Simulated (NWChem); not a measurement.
# One shape, several levels: C3H6B− (SMILES C#C[BH2-]C)

Wanted: a comparison of 3 runs (HF/STO-3G, HF/3-21G, B3LYP/6-31G*) of C3H6B−. 

The calculation is run with NWChem 7.3.0.

## 1. The system as given

C3H6B− has 10 atoms, charge -1, and is taken as a singlet. SMILES: `C#C[BH2-]C`. Geometry: relaxed at GFN2-xTB.

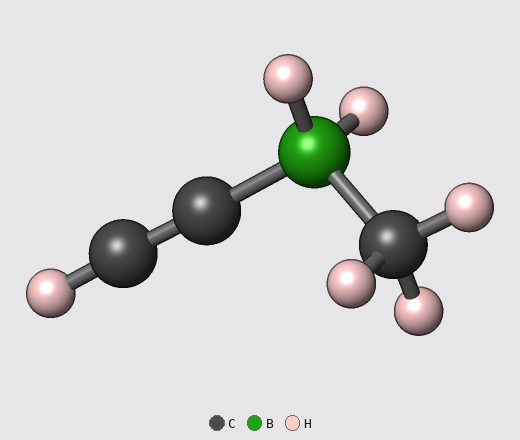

Viewed from a chosen angle; carbon dark grey, boron green, hydrogen pink.

## 2. Energy and gradient at HF/STO-3G (run 1)

The input, geom.nw:

```
start geom
memory stack 880 mb heap 220 mb global 1100 mb
charge -1

geometry units angstrom noautosym nocenter noautoz
 C    -1.545340    1.062300   -1.473310
 C    -0.570980    0.725760   -0.850010
 B     0.715940    0.319890   -0.040190
 C     0.347100   -0.944320    0.961420
 H    -2.412800    1.333210   -2.020570
 H     1.095460    1.285990    0.618600
 H     1.599820   -0.007810   -0.829060
 H     0.008250   -1.825630    0.407410
 H    -0.449130   -0.691590    1.669050
 H     1.211680   -1.257800    1.556670
end

basis spherical bse
 * library STO-3G
end

scf
 thresh 1e-08
 maxiter 80
 print medium
end

task scf gradient
```

Launch:

```bash
$ nwchem geom.nw > geom.out
```

The log of the run:

```text
[...]
  functions       =    26
[...]
  wavefunction    = RHF
[...]
         Total SCF energy =   -139.907730374727
      One-electron energy =   -377.465805595969
      Two-electron energy =    146.123839777611
 Nuclear repulsion energy =     91.434235443631
        Time for solution =      1.3s
[...]
                         RHF ENERGY GRADIENTS
    atom               coordinates                        gradient
                 x          y          z           x          y          z
   1 C      -2.920269   2.007456  -2.784152   -0.059126   0.022996  -0.038626
   2 C      -1.078996   1.371488  -1.606286    0.074279  -0.030339   0.050635
   3 B       1.352930   0.604504  -0.075948   -0.038733  -0.003116  -0.010380
   4 C       0.655924  -1.784506   1.816820   -0.003862  -0.004043   0.002122
   5 H      -4.559531   2.519402  -3.818324   -0.002473   0.000069  -0.001452
   6 H       2.070119   2.430169   1.168984    0.009042   0.023807   0.015979
   7 H       3.023221  -0.014759  -1.566696    0.021290  -0.007913  -0.019553
   8 H       0.015590  -3.449940   0.769893   -0.001757  -0.003940  -0.004514
   9 H      -0.848733  -1.306916   3.154047   -0.004616   0.002980   0.003121
  10 H       2.289743  -2.376897   2.941680    0.005955  -0.000501   0.002668
[...]
```

Wall time 2 s (1 thread of AMD EPYC 7B13 (Zen 3), shared host); peak memory 0.1 GiB.

## 3. Energy and forces at HF/3-21G (run 2)

The input, c3h6b.nw:

```
start c3h6b
memory 2200 mb
charge -1

geometry units angstrom noautosym nocenter noautoz
  C       -1.545340       1.062300      -1.473310
  C       -0.570980       0.725760      -0.850010
  B        0.715940       0.319890      -0.040190
  C        0.347100      -0.944320       0.961420
  H       -2.412800       1.333210      -2.020570
  H        1.095460       1.285990       0.618600
  H        1.599820      -0.007810      -0.829060
  H        0.008250      -1.825630       0.407410
  H       -0.449130      -0.691590       1.669050
  H        1.211680      -1.257800       1.556670
end

basis spherical bse
  C library 3-21G
  B library 3-21G
  H library 3-21G
end

scf
  thresh 1e-08
  maxiter 80
end

task scf gradient
```

Launch:

```bash
$ nwchem c3h6b.nw > c3h6b.out
```

The log of the run:

```text
[...]
  functions       =    48
[...]
  wavefunction    = RHF
[...]
         Total SCF energy =   -140.936408746421
      One-electron energy =   -375.985388829859
      Two-electron energy =    143.614744639807
 Nuclear repulsion energy =     91.434235443631
        Time for solution =      1.5s
[...]
                         RHF ENERGY GRADIENTS
    atom               coordinates                        gradient
                 x          y          z           x          y          z
   1 C      -2.920269   2.007456  -2.784152    0.007389   0.000813   0.003487
   2 C      -1.078996   1.371488  -1.606286    0.013030  -0.010871   0.012728
   3 B       1.352930   0.604504  -0.075948   -0.007405   0.006615  -0.008090
   4 C       0.655924  -1.784506   1.816820   -0.001230   0.005917  -0.005833
   5 H      -4.559531   2.519402  -3.818324   -0.007567   0.001671  -0.004693
   6 H       2.070119   2.430169   1.168984   -0.001548  -0.001209  -0.000190
   7 H       3.023221  -0.014759  -1.566696   -0.001948  -0.000503   0.000566
   8 H       0.015590  -3.449940   0.769893   -0.000338  -0.001168   0.000132
   9 H      -0.848733  -1.306916   3.154047   -0.000721  -0.000415   0.000939
  10 H       2.289743  -2.376897   2.941680    0.000339  -0.000851   0.000954
[...]
```

Wall time 2.3 s (1 thread of AMD EPYC 7B13 (Zen 3), shared host); peak memory 0.1 GiB.

## 4. Energy and forces at B3LYP/6-31G(d) (Cartesian functions) (run 3)

The input, c3h6b.nw:

```
START c3h6b
TITLE "C3H6B"
memory total 2200 mb
charge -1
GEOMETRY units atomic noautosym nocenter noautoz
  C  -2.92026937  2.00745606 -2.78415240
  C  -1.07899582  1.37148763 -1.60628610
  B   1.35293052  0.60450449 -0.07594809
  C   0.65592394 -1.78450617  1.81682049
  H  -4.55953119  2.51940177 -3.81832392
  H   2.07011938  2.43016890  1.16898458
  H   3.02322165 -0.01475876 -1.56669634
  H   0.01559024 -3.44994070  0.76989332
  H  -0.84873269 -1.30691569  3.15404739
  H   2.28974335 -2.37689752  2.94167997
END
BASIS cartesian
  C library 6-31G*
  B library 6-31G*
  H library 6-31G*
END
DFT
  xc b3lyp
  grid xfine
  convergence energy 1e-08
  maxiter 100
  mulliken
END
TASK dft gradient
```

Launch:

```bash
$ nwchem c3h6b.nw > c3h6b.out
```

The log of the run:

```text
[...]
          Wavefunction type:  closed shell.
          No. of atoms     :    10
          No. of electrons :    30
[...]
          Charge           :    -1
          Spin multiplicity:     1
[...]
          AO basis - number of functions:    72
[...]
              XC Information
              --------------
                         B3LYP Method XC Potential
                     Hartree-Fock (Exact) Exchange  0.200
                        Slater Exchange Functional  0.800 local
                    Becke 1988 Exchange Functional  0.720 non-local
              Lee-Yang-Parr Correlation Functional  0.810
                  VWN I RPA Correlation Functional  0.190 local
[...]
 d= 0,ls=0.0,diis     1   -142.6652555820 -2.34D+02  1.43D-02  5.49D-01     3.2
[...]
 d= 0,ls=0.0,diis    11   -142.7464340725 -3.66D-10  1.23D-07  1.47D-10    29.2
         Total DFT energy =     -142.746434072534
      One electron energy =     -377.690288727827
           Coulomb energy =      166.298598312679
    Exchange-Corr. energy =      -22.788972524321
 Nuclear repulsion energy =       91.434228866935
[...]
      Total Density - Mulliken Population Analysis
     ---------------------------------------------
    Atom       Charge   Shell Charges
 -----------   ------   -------------------------------------------------------
    1 C    6     6.44   1.99  0.68  2.04  0.63  1.10 -0.01
    2 C    6     5.85   1.99  0.73  1.93  0.77  0.44 -0.02
    3 B    5     5.04   1.99  0.50  1.61  0.25  0.61  0.07
    4 C    6     6.51   1.99  0.68  2.08  0.65  1.08  0.02
    5 H    1     0.93   0.52  0.41
    6 H    1     1.21   0.52  0.69
    7 H    1     1.21   0.52  0.69
    8 H    1     0.94   0.53  0.40
    9 H    1     0.94   0.53  0.40
   10 H    1     0.95   0.53  0.42
[...]
  wavefunction    = closed shell
                         DFT ENERGY GRADIENTS
    atom               coordinates                        gradient
                 x          y          z           x          y          z
   1 C      -2.920269   2.007456  -2.784152    0.027950  -0.007885   0.017019
   2 C      -1.078996   1.371488  -1.606286   -0.025569   0.003542  -0.012477
   3 B       1.352931   0.604504  -0.075948    0.001373   0.006262  -0.004885
   4 C       0.655924  -1.784506   1.816820   -0.004143  -0.004863   0.002816
   5 H      -4.559531   2.519402  -3.818324    0.003448  -0.001172   0.002084
   6 H       2.070119   2.430169   1.168985   -0.001947  -0.002057  -0.001149
   7 H       3.023222  -0.014759  -1.566696   -0.002921   0.000138   0.001258
   8 H       0.015590  -3.449941   0.769893    0.001877   0.004479   0.001962
   9 H      -0.848733  -1.306916   3.154047    0.003774  -0.000435  -0.003511
  10 H       2.289743  -2.376898   2.941680   -0.003844   0.001991  -0.003117
[...]
```

Wall time 35 s (1 thread of AMD EPYC 7B13 (Zen 3), shared host); peak memory 0.15 GiB.

## 5. All runs side by side

| run | level | Cartesian functions | iteration cap | energy (Eh) | HOMO energy (eV) | LUMO energy (eV) | HOMO–LUMO gap (eV) | wall time |
| --- | --- | --- | --- | --- | --- | --- | --- | --- |
| 1 | HF/STO-3G | no | 80 | -139.907730 | -1.83 | 17.44 | 19.28 | 2 s |
| 2 | HF/3-21G | no | 80 | -140.936409 | -4.19 | 11.48 | 15.67 | 2.3 s |
| 3 | B3LYP/6-31G* (Cartesian functions) | yes | 100 | -142.746434 | -0.96 | 7.19 | 8.15 | 35 s |

## 6. What came out

| quantity | value |
| --- | --- |
| run 3: total energy | -142.74643 Eh |
| run 3: HOMO energy | -0.96 eV |
| run 3: LUMO energy | 7.19 eV |
| run 3: HOMO–LUMO gap (to an unbound level, set by the basis) | 8.15 eV |
| run 3: largest force on an atom | 1.731 eV/Å |

The HOMO–LUMO gap runs from 8.15 eV (B3LYP/6-31G*) to 19.28 eV (HF/STO-3G). The two ends differ in method and basis. The empty levels of an anion lie above zero and hang on the basis. In run 1 the basis is minimal, so the values are rough. All runs together took 39 s, the longest 35 s.
